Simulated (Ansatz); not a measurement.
# Calculations on Si3N2H9O and related structures

## 1. Relaxation

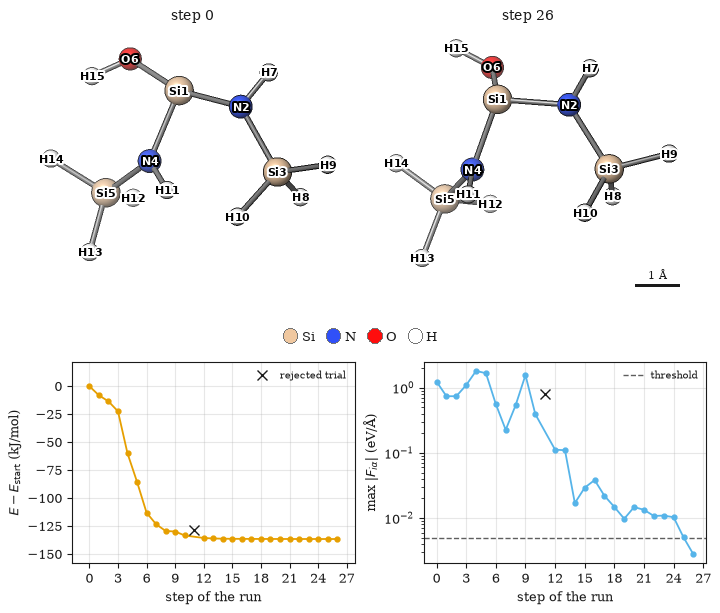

First and last geometry of a relaxation of Si$_{3}$N$_{2}$H$_{9}$O (multiplicity 2), with the history of the run. Style: ball-and-stick. Shown at a tilt.

It is one of the separated reactants of a reaction.

All numbers below come from Ansatz 0.2.0, UKS PBE0-D4/def2-TZVP.

The input:
```yaml
crystal:
  periodic: [false, false, false]
  atoms:
    - {symbol: Si, position_ang: [0.862752, -0.211687, 0.550234]}
    - {symbol: N, position_ang: [1.305117, -0.412176, -1.212222]}
    - {symbol: Si, position_ang: [0.801656, 0.567208, -2.542198]}
    - {symbol: N, position_ang: [-0.716802, 0.496510, 0.276424]}
    - {symbol: Si, position_ang: [-1.612389, 1.520036, 1.334510]}
    - {symbol: O, position_ang: [0.860351, -0.149597, 2.256957]}
    - {symbol: H, position_ang: [2.282534, -0.666521, -1.292298]}
    - {symbol: H, position_ang: [1.067533, 2.027395, -2.393250]}
    - {symbol: H, position_ang: [1.475175, 0.111170, -3.789923]}
    - {symbol: H, position_ang: [-0.673304, 0.426723, -2.732532]}
    - {symbol: H, position_ang: [-1.060021, 0.497844, -0.675088]}
    - {symbol: H, position_ang: [-0.940330, 2.804862, 1.665157]}
    - {symbol: H, position_ang: [-2.920092, 1.814447, 0.689044]}
    - {symbol: H, position_ang: [-1.885173, 0.829586, 2.631971]}
    - {symbol: H, position_ang: [0.011620, -0.123420, 2.719687]}
basis:
  gaussian: {orbitals: def2-TZVP}
magnetization: {spin_polarized: true, initial_magnetization: 1}
hamiltonian: {xc: pbe0, dispersion: d4}
relax: {f_tol: 0.005, max_steps: 200}
```

Launched with:
```bash
ansatz run in.yaml --threads 4 --pin off --events-out ev --progress --plain --max-ram 66560MiB --backend cuda --devices 0, --max-vram 37GiB
```

What do the curves and the structures tell?

Answer. It converged. The largest moves after the best rigid fit, 0.93 Å, are those of H11 and H15. By element the largest moves are H 0.93 Å, Si 0.66 Å, O 0.66 Å, N 0.45 Å. Some distances before and after: Si1–N2 1.828 → 1.713 Å, Si1–O6 1.708 → 1.654 Å, Si1–N4 1.753 → 1.723 Å, N4–Si5 1.723 → 1.735 Å. Bond angles that change, for instance: N2–Si1–O6 165.4° → 110.3°, N2–Si1–N4 96.4° → 106.5°, Si1–N2–H7 109.7° → 118.3°. The energy falls by 136.5 kJ/mol in 25 accepted moves (26 points after the start). The largest force component goes from 1.2 to 0.0028 eV/Å. The line search rejected the trial step at point 11 of the run.

## 2. Relaxation

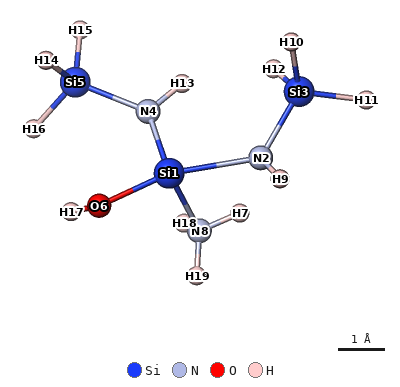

Starting structure of Si3N3H12O (multiplicity 2) (started from a transition state, displaced along its imaginary mode). The picture is a ball-and-stick view, seen face on.

Computed with Ansatz, UKS PBE0-D4/def2-TZVP.

The input:
```yaml
crystal:
  periodic: [false, false, false]
  atoms:
    - {symbol: Si, position_ang: [0.836551, -0.093443, 0.743777]}
    - {symbol: N, position_ang: [1.383293, -0.447268, -1.181938]}
    - {symbol: Si, position_ang: [0.791174, 0.282234, -2.624844]}
    - {symbol: N, position_ang: [-0.684304, 0.662387, 0.382687]}
    - {symbol: Si, position_ang: [-1.684658, 1.557354, 1.472907]}
    - {symbol: O, position_ang: [0.758908, -0.092707, 2.444600]}
    - {symbol: H, position_ang: [0.737940, -1.843349, -0.454830]}
    - {symbol: N, position_ang: [0.414252, -1.980898, 0.463400]}
    - {symbol: H, position_ang: [2.396528, -0.550809, -1.208450]}
    - {symbol: H, position_ang: [1.170242, 1.715183, -2.764804]}
    - {symbol: H, position_ang: [1.211961, -0.415514, -3.882137]}
    - {symbol: H, position_ang: [-0.705083, 0.215512, -2.582657]}
    - {symbol: H, position_ang: [-0.910433, 0.784566, -0.593737]}
    - {symbol: H, position_ang: [-1.031821, 2.759292, 2.055505]}
    - {symbol: H, position_ang: [-2.887745, 1.989207, 0.711126]}
    - {symbol: H, position_ang: [-2.137677, 0.703537, 2.610168]}
    - {symbol: H, position_ang: [-0.051390, -0.384275, 2.907256]}
    - {symbol: H, position_ang: [-0.572411, -2.209471, 0.517354]}
    - {symbol: H, position_ang: [0.964773, -2.651538, 0.984821]}
basis:
  gaussian: {orbitals: def2-TZVP}
magnetization: {spin_polarized: true, initial_magnetization: 1}
hamiltonian: {xc: pbe0, dispersion: d4}
relax: {f_tol: 0.005, max_steps: 200}
```

Run as
```bash
ansatz run in.yaml --threads 4 --pin off --events-out ev --progress --plain --max-ram 66560MiB --backend cuda --devices 0, --max-vram 37GiB
```

> Where does the relaxation end?

The largest move after the best rigid fit is that of H7, 0.77 Å. Largest moves by element: H 0.77 Å, Si 0.30 Å, N 0.23 Å, O 0.22 Å. Some distances before and after: Si1–N2 2.033 → 1.828 Å, Si1–N8 1.954 → 1.993 Å, H7–N8 0.983 → 1.016 Å, Si1–N4 1.736 → 1.753 Å. Among the angles between lasting bonds that change: Si1–N8–H7 85.9° → 109.1°, N2–Si1–N8 75.8° → 89.3°, O6–Si1–N8 97.7° → 90.0°. Groups turn about Si1–O6 by about 30°. The energy falls by 44.2 kJ/mol in 17 accepted moves (18 points after the start). Largest force component: 2.9 eV/Å at the start, 0.0031 eV/Å at the end. The line search rejected the trial step at point 4 of the run.

Final geometry:

```xyz
19

Si    0.8643   -0.2094    0.5487
N     1.3034   -0.4109   -1.2145
Si    0.7952    0.5661   -2.5445
N    -0.7172    0.4954    0.2774
Si   -1.6126    1.5183    1.3363
O     0.8653   -0.1455    2.2553
H     0.4162   -2.5296   -0.3153
N     0.3623   -2.1373    0.6201
H     2.2812   -0.6634   -1.2964
H     1.0585    2.0270   -2.3976
H     1.4671    0.1101   -3.7931
H    -0.6798    0.4225   -2.7316
H    -1.0624    0.4950   -0.6734
H    -0.9424    2.8048    1.6642
H    -2.9222    1.8094    0.6932
H    -1.8813    0.8286    2.6350
H     0.0175   -0.1205    2.7198
H    -0.5907   -2.2178    0.9676
H     0.9777   -2.6427    1.2490
```

The end point in the same view:

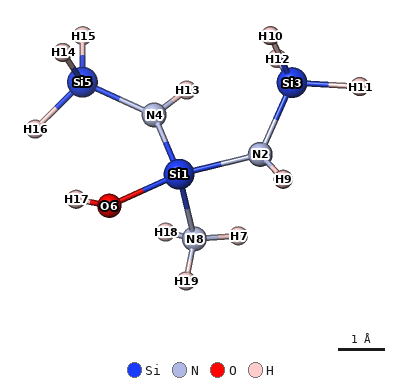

## 3. Reaction

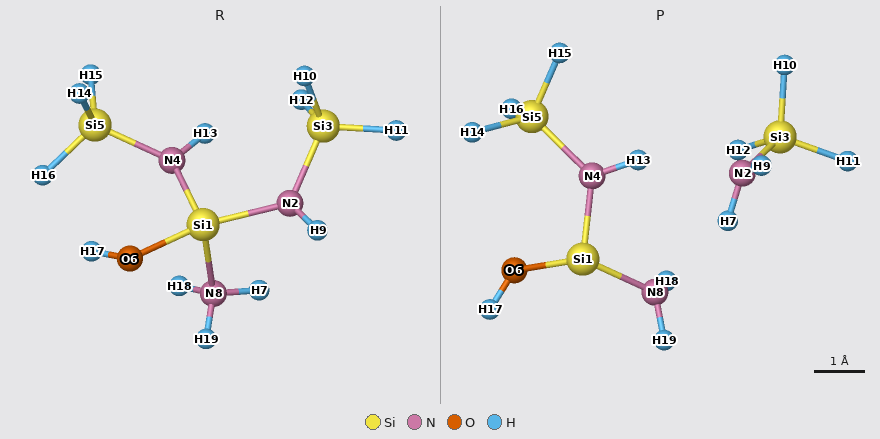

Reactant (R) and product (P) of one elementary step of Si₃N₃H₁₂O (multiplicity 2). The picture is a ball-and-stick view, seen face on.

Stationary points at PBE0-D4/def2-TZVP, single-point energies with CAM-B3LYP-D4, wB97X-V, wB97M-V, BHLYP-D4 (def2-TZVPP where no basis is named; Ansatz 0.2.0). The energies are electronic, without zero-point or thermal terms, and both ends are the relaxed geometries reached downhill from the saddle, with any fragments still in contact.

R:
```xyz
19

Si    0.8640   -0.2100    0.5488
N     1.3038   -0.4101   -1.2143
Si    0.7965    0.5681   -2.5436
N    -0.7172    0.4953    0.2775
Si   -1.6129    1.5174    1.3369
O     0.8643   -0.1476    2.2556
H     0.4158   -2.5294   -0.3173
N     0.3616   -2.1379    0.6184
H     2.2816   -0.6627   -1.2959
H     1.0600    2.0288   -2.3954
H     1.4687    0.1130   -3.7924
H    -0.6786    0.4250   -2.7315
H    -1.0620    0.4958   -0.6734
H    -0.9426    2.8035    1.6662
H    -2.9222    1.8094    0.6935
H    -1.8823    0.8268    2.6349
H     0.0163   -0.1229    2.7197
H    -0.5915   -2.2185    0.9654
H     0.9766   -2.6440    1.2471
```

P:
```xyz
19

Si    0.3578   -0.6287    1.8350
N     1.4150    0.1783   -1.6224
Si    0.3614   -0.1288   -2.9546
N    -0.2317    0.6915    0.9337
Si   -1.3990    1.8726    1.4141
O    -0.8665   -0.9176    2.9139
H     1.5729   -0.5908   -0.9769
N     0.7421   -1.8802    0.6987
H     2.2693    0.6878   -1.7902
H     0.0362    1.1664   -3.6052
H     0.8998   -1.0397   -4.0080
H    -0.8707   -0.7519   -2.4046
H     0.2381    0.8347    0.0406
H    -1.1563    2.3379    2.8049
H    -1.2744    3.0290    0.4865
H    -2.7945    1.3635    1.3406
H    -0.6245   -1.3411    3.7382
H    -0.0223   -2.2566    0.1492
H     1.3474   -2.6264    1.0065
```

Question: Predict the saddle point between them and the barrier.

Answer: Counted by bonded pieces, R holds Si₃H₁₂N₃O and P holds SiH₅N + Si₂H₇N₂O. From R over the saddle to P, a bond forms: N2–H7 (2.47 → 1.35 → 1.02 Å). Bonds break: Si1–N2 (1.83 → 2.13 → 3.70 Å), H7–N8 (1.02 → 1.24 → 2.27 Å). Bonds that stay but change much: Si1–N8 (1.99 → 1.88 → 1.73 Å). The saddle has one imaginary mode, 1245i cm⁻¹. With CAM-B3LYP-D4 the barrier is 60.0 kJ/mol from R and 128.0 kJ/mol from P, and P lies 68.0 kJ/mol below R.

| level | barrier from R (kJ/mol) | barrier from P (kJ/mol) | P less R (kJ/mol) |
| --- | --- | --- | --- |
| CAM-B3LYP-D4 | 60.0 | 128.0 | −68.0 |
| wB97X-V | 62.4 | 123.0 | −60.6 |
| wB97M-V | 66.0 | 118.4 | −52.3 |
| BHLYP-D4 | 69.2 | 140.1 | −70.9 |

Saddle geometry:

```xyz
19

Si    0.7893   -0.1536    0.8079
N     1.3608   -0.5253   -1.2113
Si    0.7766    0.2543   -2.6416
N    -0.6825    0.6620    0.3868
Si   -1.6821    1.5558    1.4768
O     0.7422   -0.0611    2.4866
H     0.8407   -1.6270   -0.6355
N     0.4122   -1.9697    0.4813
H     2.3740   -0.5838   -1.1943
H     1.1843    1.6841   -2.7342
H     1.2190   -0.4250   -3.8918
H    -0.7133    0.2083   -2.5979
H    -0.9181    0.7654   -0.5892
H    -1.0207    2.7484    2.0681
H    -2.8792    2.0016    0.7136
H    -2.1444    0.6975    2.6065
H    -0.0513   -0.3685    2.9375
H    -0.5698   -2.2155    0.5377
H     0.9624   -2.6478    0.9933
```

The saddle point in the same view, with dashed sticks for the bonds that form or break:

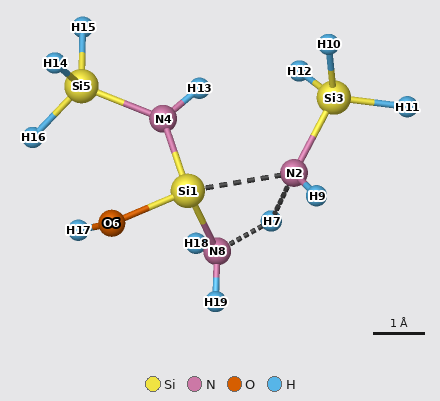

## 4. Reaction

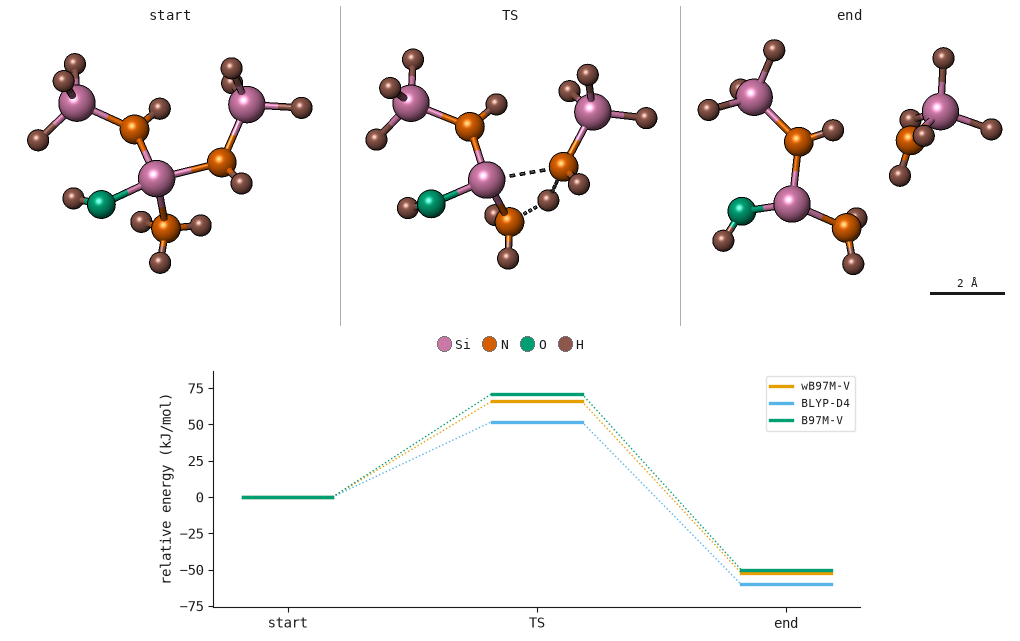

A reaction step of Si₃N₃H₁₂O (multiplicity 2), with its energy diagram. A ball-and-stick model, seen face on. Dashed sticks mark bonds that form or break.

Stationary points at PBE0-D4/def2-TZVP, single-point energies with wB97M-V, BLYP-D4, B97M-V (def2-TZVPP where no basis is named; Ansatz 0.2.0). The energies are electronic, without zero-point or thermal terms, and both ends are the relaxed geometries reached downhill from the saddle, with any fragments still in contact.

What happens, and what does it cost?

Answer. Counted by bonded pieces, the start holds Si₃H₁₂N₃O and the end holds SiH₅N + Si₂H₇N₂O. From the start over the saddle to the end, a bond forms: H–N (2.47 → 1.35 → 1.02 Å). Bonds break: N–Si (1.83 → 2.13 → 3.70 Å), H–N (1.02 → 1.24 → 2.27 Å). Bonds that stay but change much: N–Si (1.99 → 1.88 → 1.73 Å). The saddle has one imaginary mode, 1245i cm⁻¹. With wB97M-V the barrier is 66.0 kJ/mol from the start and 118.4 kJ/mol from the end, and the end lies 52.3 kJ/mol below the start.

```
  level  barrier from the start (kJ/mol)  barrier from the end (kJ/mol)  the end less the start (kJ/mol)
wB97M-V                             66.0                          118.4                            −52.3
BLYP-D4                             51.9                          112.0                            −60.1
 B97M-V                             71.2                          121.3                            −50.1
```
